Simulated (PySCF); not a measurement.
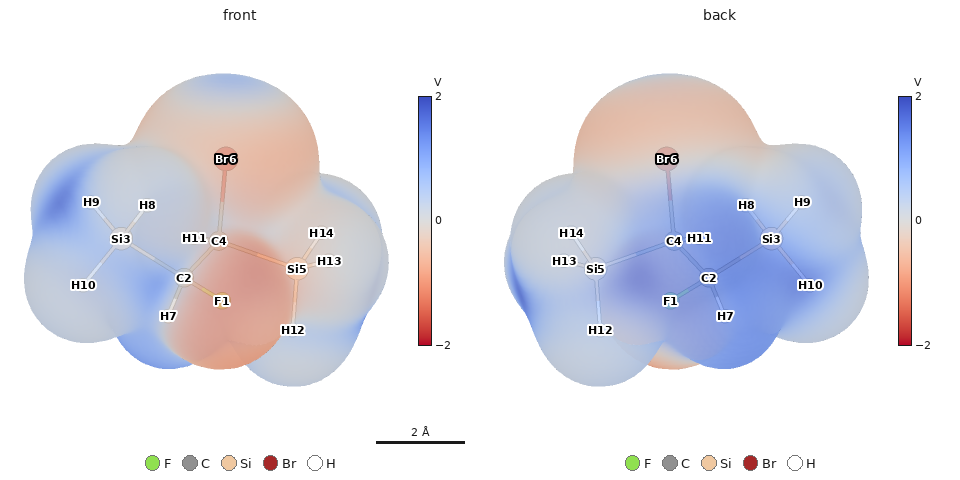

*C$_{2}$H$_{8}$BrFSi$_{2}$. The molecular electrostatic potential painted on the density surface at 0.002 e/bohr³, seen from the front and from behind; red is negative and blue positive.*

Geometry: GFN2-xTB.

Level of theory: PySCF, CAM-B3LYP/def2-SVPD, SCF density, gas phase.

```csv
atom,x (Å),y (Å),z (Å)
F,0.0388,1.1732,-1.1748
C,0.5183,-0.0081,-0.6042
Si,2.2922,0.3383,0.0690
C,-0.4920,-0.5178,0.3941
Si,-2.3041,-0.0914,-0.0751
Br,-0.1998,0.2424,2.1915
H,0.5386,-0.7232,-1.4372
H,2.2632,1.6286,0.7412
H,2.6298,-0.7767,0.9509
H,3.1638,0.3580,-1.1057
H,-0.3338,-1.5863,0.5342
H,-2.5200,-0.6052,-1.4271
H,-2.4580,1.3527,0.0160
H,-3.1377,-0.7851,0.9051
```

Q: Which sites attract a positive test charge, and which a negative one?

A: A positive charge is drawn to the negative regions and a negative charge to the positive ones. The most negative region (about −0.9 V) lies over F1, the most positive (about +1.5 V) over Si3 and Si5. Br6 shows a σ-hole: about +0.6 V at the tip opposite its bond, against about −0.4 V on its flanks.

Q: What dipole moment does the calculation give?

A: Its dipole moment is 2.03 D.
